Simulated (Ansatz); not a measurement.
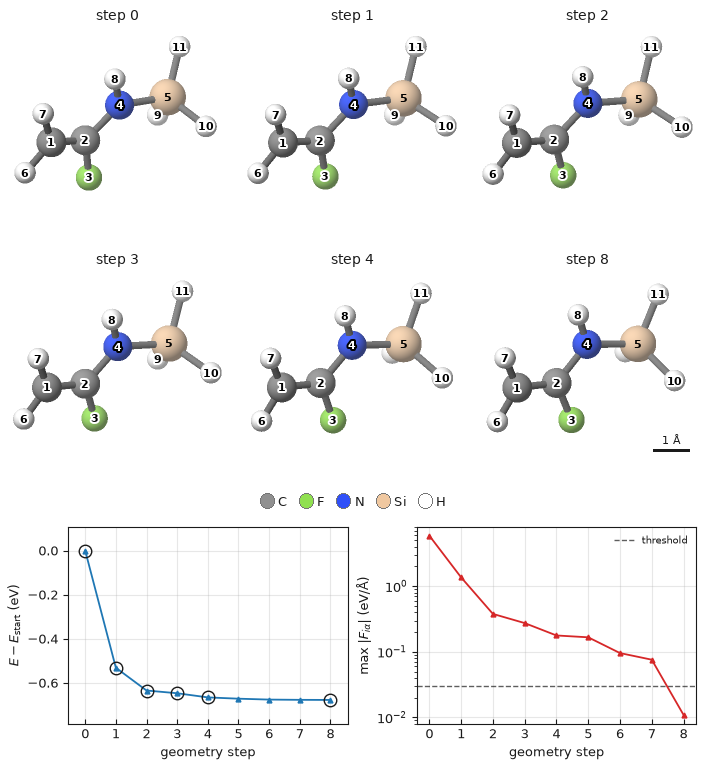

Frames of a relaxation of C2H6FNSi (coarse preliminary run), marked on the history of the run. The picture is a ball-and-stick view, seen from a free direction.

The start comes from a force field.

These are results of RKS PBE-D4/def2-SVP in Ansatz, not measurements.

Input file:
```yaml
crystal:
  periodic: [false, false, false]
  atoms:
    - {symbol: C, position_ang: [-0.796400, 1.914100, 0.175500]}
    - {symbol: C, position_ang: [-0.287700, 0.787000, 0.480800]}
    - {symbol: F, position_ang: [0.080400, 0.639700, 1.751600]}
    - {symbol: N, position_ang: [-0.013200, -0.236900, -0.390600]}
    - {symbol: Si, position_ang: [0.711200, -1.719500, -0.232300]}
    - {symbol: H, position_ang: [-0.960500, 2.740400, 0.921300]}
    - {symbol: H, position_ang: [-1.170900, 2.176800, -0.832600]}
    - {symbol: H, position_ang: [-0.277400, -0.005200, -1.353200]}
    - {symbol: H, position_ang: [0.327400, -2.332500, 1.106700]}
    - {symbol: H, position_ang: [2.169100, -1.464900, -0.269700]}
    - {symbol: H, position_ang: [0.283400, -2.556100, -1.336800]}
basis:
  gaussian: {orbitals: def2-SVP}
hamiltonian: {xc: pbe, dispersion: d4}
relax: {f_tol: 0.03, max_steps: 200}
```

Run as
```bash
ansatz run in.yaml --threads 4 --pin off --events-out ev --progress --plain --max-ram 10444MiB
```

Q: What happens along the run?

A: Over 8 geometry steps the energy falls by 0.677 eV. Largest force component: 5.9 eV/Å at the start, 0.011 eV/Å at the end. The atom that moves furthest after the best rigid fit is F3 (0.40 Å). Largest moves by element: F 0.40 Å, H 0.39 Å, N 0.16 Å, C 0.14 Å, Si 0.09 Å. Among the contacts that change: N4–Si5 1.658 → 1.770 Å, C1–C2 1.274 → 1.348 Å, Si5–H11 1.450 → 1.501 Å, C1–H6 1.125 → 1.096 Å. Bond angles that change, for instance: C2–N4–Si5 134.0° → 124.8°, F3–C2–N4 117.9° → 109.7°, H6–C1–H7 112.3° → 119.7°. Groups turn about N4–Si5 by about 25°. The run took roughly 50 core-seconds on a shared host. From step 0 to 1: H10 moves most (0.17 Å), energy −0.531 eV. From step 1 to 2: F3 moves most (0.09 Å), energy −0.103 eV. From step 2 to 3: H10 moves most (0.05 Å), energy −0.012 eV. From step 3 to 4: H10 moves most (0.19 Å), energy −0.019 eV. From step 4 to 8: H10 moves most (0.11 Å), energy −0.012 eV.
